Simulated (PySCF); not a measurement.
**C$_{5}$H$_{6}$F (doublet): density, localisation and related maps**

Input file:

```
{"job": {"kind": "epr", "basis": "pcH-1"}, "charge": 0, "multiplicity": 2}
F      2.212525     0.107617     0.671374
C      1.264344     0.494330    -0.245955
C      0.068546    -0.437213    -0.194773
C     -1.118491     0.021378    -1.032182
C     -1.860978     0.146682     0.052631
C     -0.837025    -0.284886     1.061418
H      0.979770     1.522357     0.001732
H      1.745694     0.463939    -1.229823
H      0.366007    -1.471731    -0.379450
H     -1.234308     0.166414    -2.086146
H     -1.062814    -1.208521     1.587707
H     -0.522073     0.478947     1.767440
```

Command:

```sh
OMP_NUM_THREADS=1 python probes_run.py task.json out
```

Geometry: GFN2-xTB.

Theory: UKS B3LYP, pcH-1 on C F H, non-relativistic, mean-field spin-orbit, GIAO (PySCF).

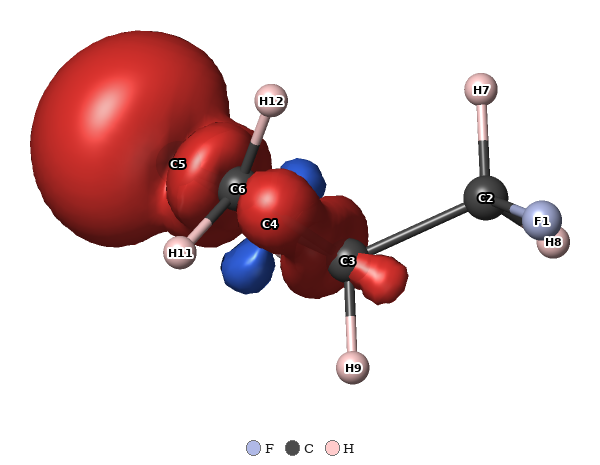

Figure 1. Isosurfaces of the spin density at +0.03 (red) and −0.03 e/Å³ (blue), seen from one side.

Question: Describe the spin distribution.

Answer: The unpaired spin (1 electron) lies mostly on C5 (about 0.8) and C6 (about 0.1), in electrons by Hirshfeld's partition.

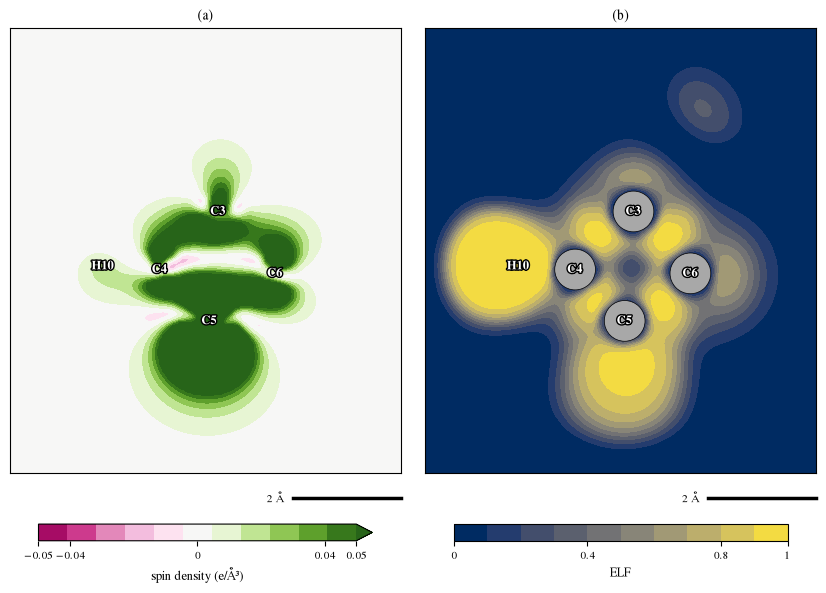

Figure 2. (a) spin density (α minus β); (b) electron localisation function on the plane of atoms C3, C4 and H10. Grey discs cover the atomic cores in the ELF map.

Question: Read the bonding off the picture.

Answer:
- Atoms in the plane: C and H.
- C–C (1.32 Å): the ELF peaks at about 0.90 between the atoms; a short, multiple covalent bond.
- C–H (1.07 Å): the ELF climbs to about 1 towards the hydrogen, as it does in any bond to H; an ordinary covalent bond to hydrogen.
- C–C (1.50 Å): the ELF peaks at about 0.95 between the atoms (a shared electron pair).
- The ELF also peaks beside C5, away from the bonds: non-bonding electrons, paired or unpaired.

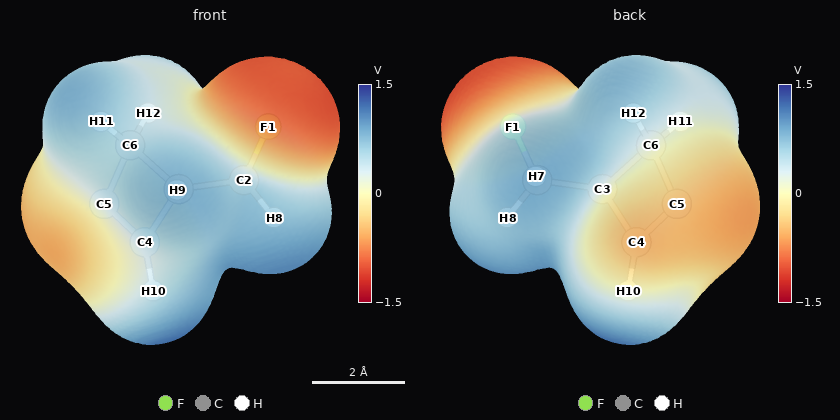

Figure 3. The molecular electrostatic potential painted on the density surface at 0.002 e/bohr³, seen from the front and from behind; red is negative and blue positive.

Question: Describe the electrostatic potential map.

Answer: The most negative region (about −1.0 V, or −23 kcal/mol for a unit charge) lies over F1, the most positive (about +1.2 V, or +28 kcal/mol for a unit charge) over H10.
